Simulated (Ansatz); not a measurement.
## Electronic structure of CH8BFNSi (SMILES CB(F)[NH2+][SiH3]) (charge +1) in real space

The calculation's input:

```
crystal:
  periodic: [false, false, false]
  atoms:
    - symbol: C
      position_ang: [-2.593958, -2.040596, -1.188074]
    - symbol: B
      position_ang: [-1.255345, -2.465374, -1.826476]
    - symbol: F
      position_ang: [-0.969599, -3.654683, -2.300467]
    - symbol: "N"
      position_ang: [-0.056611, -1.492861, -1.969725]
    - symbol: Si
      position_ang: [1.291560, -1.729576, -0.613943]
    - symbol: H
      position_ang: [-3.321428, -1.846415, -1.992854]
    - symbol: H
      position_ang: [-2.549518, -1.139362, -0.568570]
    - symbol: H
      position_ang: [-3.019989, -2.860211, -0.598065]
    - symbol: H
      position_ang: [0.400707, -1.638825, -2.879634]
    - symbol: H
      position_ang: [-0.374901, -0.517580, -1.947518]
    - symbol: H
      position_ang: [0.496997, -1.788390, 0.624364]
    - symbol: H
      position_ang: [1.931721, -2.995309, -1.002683]
    - symbol: H
      position_ang: [2.125447, -0.525216, -0.760028]
basis:
  gaussian:
    orbitals: def2-SVPD
total_charge: 1
hamiltonian:
  xc: {name: PBE0}
output: {forces: true, orbitals: {seedname: orbitals}}
```

Run with:

```sh
ansatz run input.yaml --threads 2 --pin off --max-ram 4350MiB --events-out events.jsonl --progress --plain --runs-dir runs
```

Geometry: B3LYP/6-31G*.

Computed with isolated molecule in a Gaussian basis; Kohn-Sham density functional theory, functional PBE0 (Ansatz).

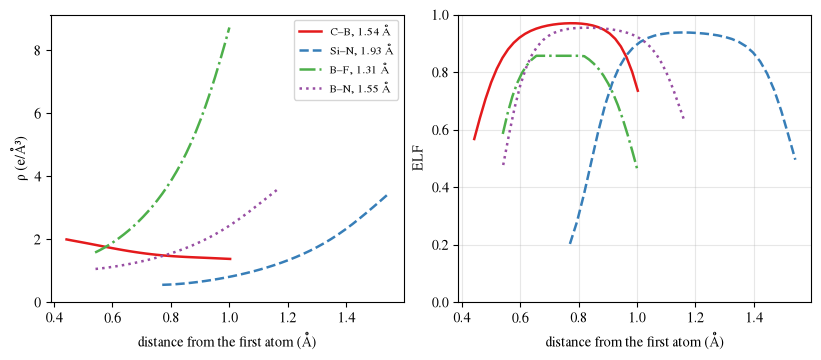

Figure 1. Electron density and ELF along straight lines between neighbouring atoms. The curves leave out the atomic cores.

Q: Compare the contacts.

A: C–B (1.54 Å): the density is about 1.5 e/Å³ at the midpoint; the ELF peaks at about 1 between the atoms, as expected for a shared electron pair.
Si–N (1.93 Å): ρ at the midpoint is about 0.74 e/Å³; the ELF peaks at about 0.95 between the atoms (a shared but strongly polarised pair).
B–F (1.31 Å): ρ at the midpoint is about 2.3 e/Å³; the ELF peaks at about 0.85 between the atoms: a polar covalent bond.
B–N (1.55 Å): the density is about 1.5 e/Å³ at the midpoint; the ELF peaks at about 0.95 between the atoms, as expected for a polar covalent bond.

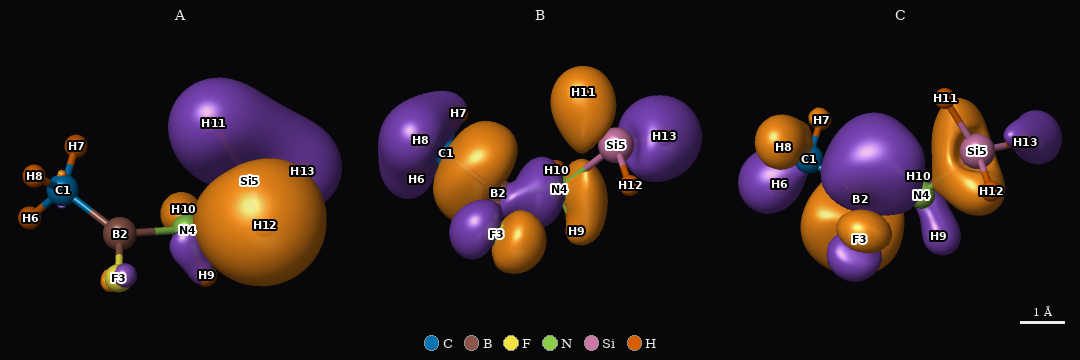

Figure 2. Three frontier orbitals at ±0.08 Å⁻³ᐟ² (orange and purple are the two phases), in no order.

Q: Order the three orbitals by energy and name them.

A: A is the HOMO−1 (−15.26 eV). It lies mainly on Si5 (about 40 %), H12 (about 35 %), H11 (about 10 %) and H13 (about 10 %). B is the HOMO (−14.94 eV). By Hirshfeld shares it lies mainly on C1 (about 30 %), B2 (about 15 %), F3 (about 15 %), N4 (about 10 %), Si5 (about 10 %) and H13 (about 5 %). C is the LUMO (−5.62 eV). By Hirshfeld shares it lies mainly on B2 (about 45 %), Si5 (about 10 %), F3 (about 10 %), C1 (about 10 %) and N4 (about 10 %).

Q: What is the HOMO–LUMO gap?

A: 9.32 eV between the orbital energies.
